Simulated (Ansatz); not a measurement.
# CH₂Si (singlet): wave-function methods side by side at a displaced geometry (v1), cc-pVDZ

How much of the correlation energy of CH₂Si (singlet) does each wave-function method recover here?

The runs use Ansatz 0.2.0, Gaussian basis; cc-pVDZ, core rule «outside noble gas», up to 6 orbitals frozen.

The runs, in order: UHF; CCSD(T) on RHF; CCSD(T) on UHF; BCCD(T) on RHF; CISD; CCSDT(Q) on RHF; CCSDT(Q) on UHF; CASSCF and MRCISD+Q, 10 electrons in 10 orbitals; CASSCF and NEVPT2, 10 electrons in 10 orbitals.

15 further runs of the same task are left out: 7 that didn't finish, 8 set aside as unsound or not needed.

## Step 1: What is computed

The geometry is a PBE0/def2-TZVP stationary point (not a proven minimum) with its atoms shifted at random (size 0.040 Å).

4 atoms, charge 0, spin multiplicity 1.

Atoms are counted from 1 here; the program's logs count them from 0.

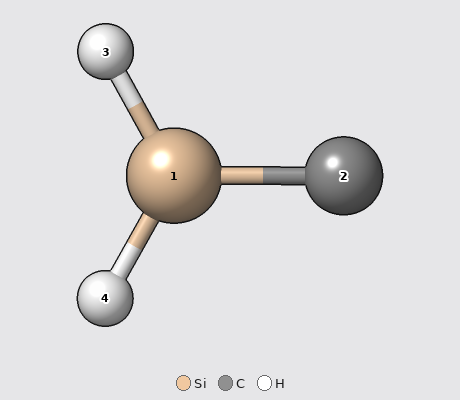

The geometry (silicon light orange, carbon grey, hydrogen white); atoms are numbered from 1 in the order of the file.

## Step 2: UHF

The input, in.yaml:

```yaml
crystal:
  periodic: [false, false, false]
  atoms:
    - {symbol: Si, position_ang: [0.000441, 0.004041, 0.474701]}
    - {symbol: C, position_ang: [-0.000392, -0.012102, -1.311002]}
    - {symbol: H, position_ang: [0.047572, 1.318488, 1.182514]}
    - {symbol: H, position_ang: [-0.055205, -1.286886, 1.212317]}
basis:
  gaussian: {orbitals: cc-pVDZ}
magnetization: {spin_polarized: true, initial_magnetization: 0}
hamiltonian: {xc: hf}
output: {orbitals: {seedname: orbitals}}
```

The run is started by

```bash
> ansatz run in.yaml --threads 1 --pin off --events-out ev --progress --plain --max-ram 2393MiB
```

Further steps of the session: CCSD(T) on RHF; CCSD(T) on UHF; BCCD(T) on RHF; CISD; CCSDT(Q) on RHF; CCSDT(Q) on UHF; CASSCF and MRCISD+Q, 10 electrons in 10 orbitals; CASSCF and NEVPT2, 10 electrons in 10 orbitals.

Q: Predict the results of all the runs planned. Wanted: RCCSDT(Q) below the RHF energy; RMP2 from RCCSDT(Q); UMP2 from RCCSDT(Q); RCCSD from RCCSDT(Q); RCCSD(T) from RCCSDT(Q); UCCSD(T) from RCCSDT(Q); UCCSDT(Q) from RCCSDT(Q); NEVPT2 valence from RCCSDT(Q); MRCISD+Q valence from RCCSDT(Q).

The runs gave:

| quantity | value |
| --- | --- |
| RCCSDT(Q) below the RHF energy | -6.8730 eV |
| RMP2 from RCCSDT(Q) | +34.52 kcal/mol |
| UMP2 from RCCSDT(Q) | +44.40 kcal/mol |
| RCCSD from RCCSDT(Q) | +7.98 kcal/mol |
| RCCSD(T) from RCCSDT(Q) | +1.55 kcal/mol |
| UCCSD(T) from RCCSDT(Q) | +2.75 kcal/mol |
| UCCSDT(Q) from RCCSDT(Q) | -0.03 kcal/mol |
| NEVPT2 valence from RCCSDT(Q) | +22.47 kcal/mol |
| MRCISD+Q valence from RCCSDT(Q) | +0.84 kcal/mol |
| levels within 1 kcal/mol (43 meV) | RCCSDT, UCCSDT, UCCSDT(Q), MRCISD+Q valence |
| T1 diagnostic | 0.023 |
| effectively unpaired electrons | 0.15 |

RCCSD(T) misses by +1.55 kcal/mol, 1.0 % of the correlation energy. CCSD(T) misses by +1.55 kcal/mol on the restricted determinant and by +2.75 kcal/mol on the unrestricted one; the two need not hold the same state or core. One determinant dominates. Of the multireference levels listed MRCISD+Q valence comes nearest in total energy (+0.84 kcal/mol), which doesn't show that its space is the better one. These misses are within one basis, not against nature.
